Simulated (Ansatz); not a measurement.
# C₈H₉F₅O₂: what the fields show

```xyz
24

C     0.0883    1.9138    1.1370
C    -0.1096    0.5639    0.4639
C    -1.2939    0.5976   -0.5076
C    -1.5120   -0.7733   -1.1656
C    -2.6891   -0.7470   -2.1313
C    -0.2385   -1.2715   -1.8649
C     0.9355   -1.2724   -0.8976
C     1.1768    0.0727   -0.2275
F    -3.8295   -0.3638   -1.5110
F    -2.4770    0.1152   -3.1583
F    -2.9120   -1.9693   -2.6723
F     2.0733   -1.6732   -1.5526
F     0.6935   -2.2174    0.0881
O    -0.6127    2.8929    0.9725
O     1.1583    1.9040    1.9714
H     1.2003    2.8060    2.3579
H    -0.3262   -0.1589    1.2830
H    -2.2096    0.9206    0.0226
H    -1.1029    1.3600   -1.2920
H    -1.7883   -1.5123   -0.3832
H    -0.3700   -2.2974   -2.2598
H     0.0128   -0.6071   -2.7163
H     1.4960    0.7934   -1.0084
H     2.0059   -0.0358    0.4973
```

Geometry: PBE-D3(BJ)/def2-SVP.

All numbers below come from isolated molecule in a Gaussian basis; Kohn-Sham density functional theory, functional PBE0 (Ansatz).

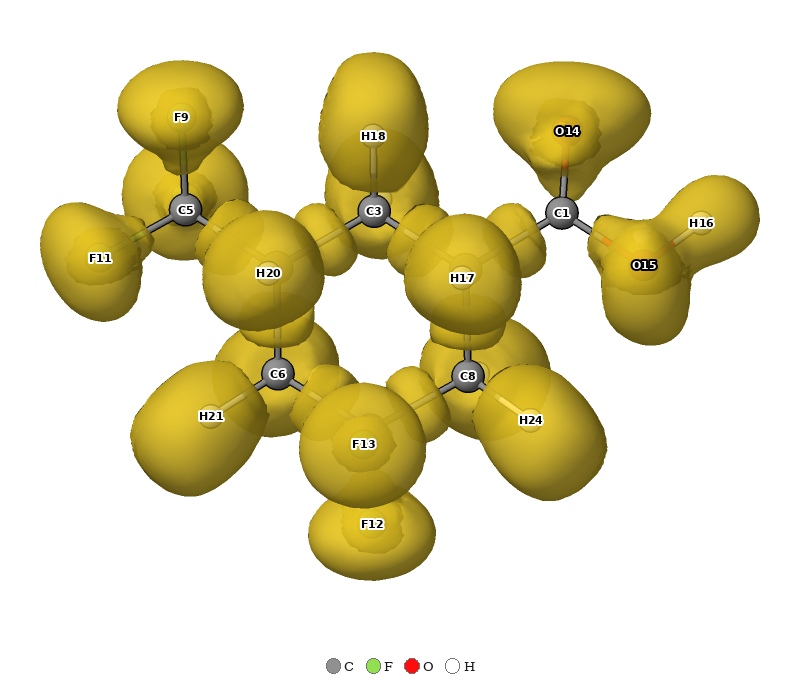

Figure 1. Isosurface of the ELF at 0.75 (yellow), seen across its widest extent. Core shells and regions of very low density are left out.

Where are the electrons localised?

The surface consists of eight regions between bonded C–C atoms (shared pairs), eight regions around hydrogen nuclei, five regions on F in which the atom's valence shell and bonds are merged, one region on O in which the atom's valence shell and bonds are merged and one joined region spread over several atoms (H, O), in which their bonds and any lone pairs are merged. Profiles from the grid: C–O (1.22 Å): the ELF peaks at about 0.85 between the atoms: a multiple bond. C–F (1.35 Å): the ELF peaks at about 0.85 between the atoms: a shared but strongly polarised pair.

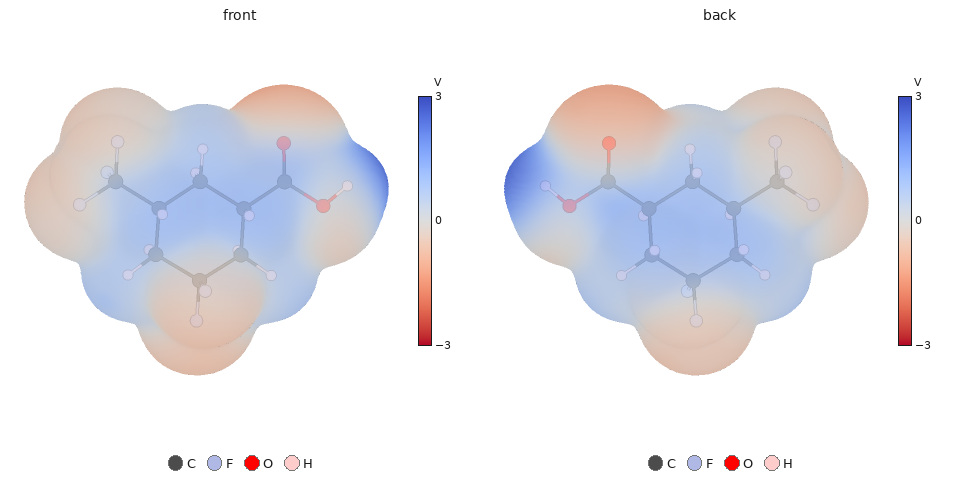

Figure 2. The molecular electrostatic potential painted on the density surface at 0.001 e/bohr³, seen from the front and from behind; the colour scale runs from red (negative) to blue (positive).

Where is the surface potential most negative and most positive?

The most negative region (about −1.1 V) lies over O14, the most positive (about +2.4 V) over H16. O14 is the likeliest acceptor of a hydrogen bond.

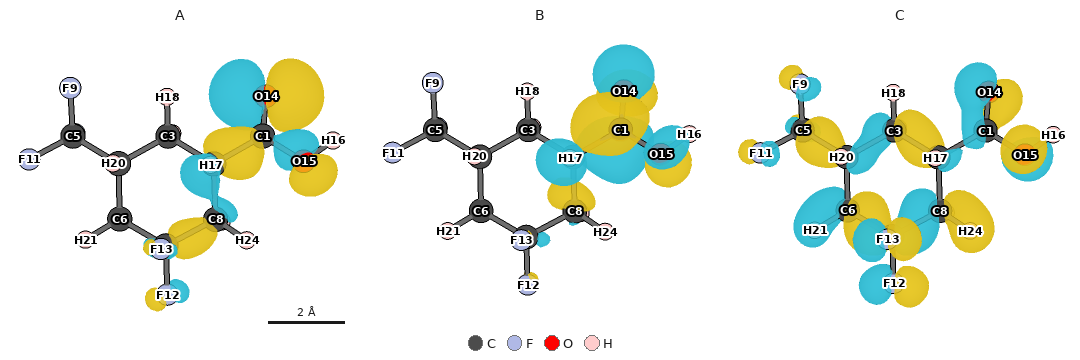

Figure 3. Three frontier orbitals at ±0.1 Å⁻³ᐟ² (yellow and cyan are the two phases), in no order.

Which picture is the HOMO−1, the HOMO and the LUMO?

C is the HOMO−1 (−9.82 eV). Its weight (Hirshfeld) is mainly on C7 (about 10 %), C6 (about 10 %), C8 (about 10 %), O15 (about 10 %), O14 (about 10 %) and F12 (about 10 %). A is the HOMO (−8.67 eV). Its weight (Hirshfeld) is mainly on O14 (about 60 %), C1 (about 10 %), O15 (about 10 %) and C2 (about 10 %). B is the LUMO (−0.62 eV). Its weight (Hirshfeld) is mainly on C1 (about 40 %), O14 (about 25 %), O15 (about 10 %) and C2 (about 5 %); π-antibonding (π*) across C1–O14.

What is the HOMO–LUMO gap?

8.05 eV between the orbital energies.

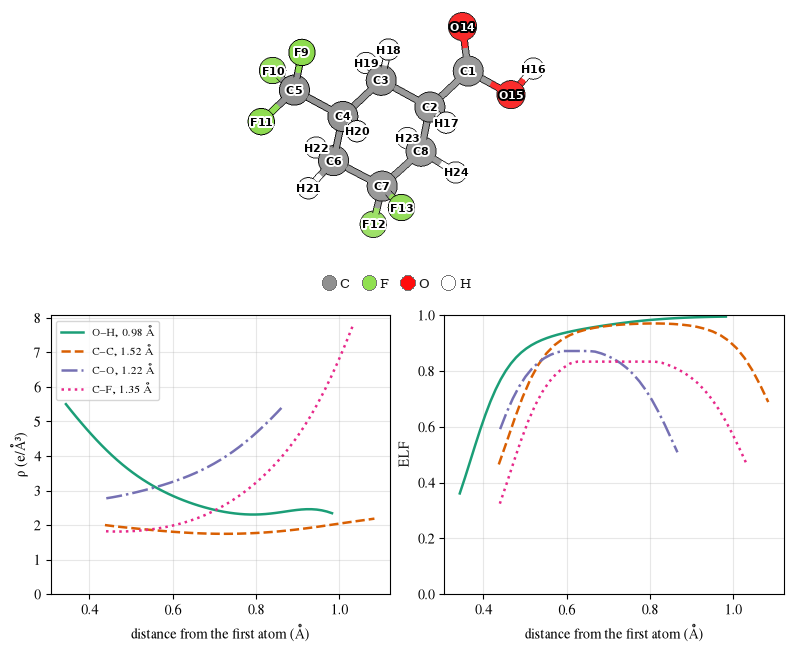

Figure 4. Total electron density and electron localisation function along straight lines between neighbouring atoms. The curves leave out the atomic cores. The structure is drawn too.

What kind of bonding do the profiles show?

O–H (0.98 Å): ρ is about 3.6 e/Å³ halfway; the ELF climbs to about 1 towards the hydrogen, as it does in any bond to H: a covalent bond by its length.
C–C (1.52 Å): ρ at the midpoint is about 1.8 e/Å³; the ELF peaks at about 1 between the atoms; a shared electron pair.
C–O (1.22 Å): ρ is about 3.3 e/Å³ halfway; the ELF peaks at about 0.85 between the atoms: a multiple bond.
C–F (1.35 Å): the density is about 2.3 e/Å³ at the midpoint, with its minimum of 1.8 e/Å³ about 0.5 Å from C; the ELF peaks at about 0.85 between the atoms; a polar covalent bond.
